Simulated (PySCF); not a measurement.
SMILES O=C[SiH2]S (CH4OSSi) at its CAM-B3LYP/def2-SVP optimised geometry (Å):

```
8

O      1.5429     0.3328    -0.0042
C      0.9111    -0.6945     0.0000
Si    -1.0258    -0.6945     0.0000
S     -1.5429     1.3715     0.0000
H      1.4564    -1.6763     0.0038
H     -1.4901    -1.4348     1.2041
H     -1.4889    -1.4353    -1.2043
H     -0.2192     1.6763    -0.0067
```

Computed with CAM-B3LYP/def2-TZVP run with PySCF. Cells within 0.4 Å of a nucleus heavier than hydrogen are left out (blank, or x).

Map of the log10 of the electron density (e/bohr³), floored at −4 on the plane z = 0.0 Å:

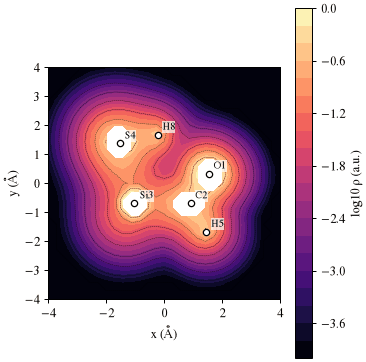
Figure: Log10 of the electron density (e/bohr³), floored at −4 on the plane z = 0.0 Å.
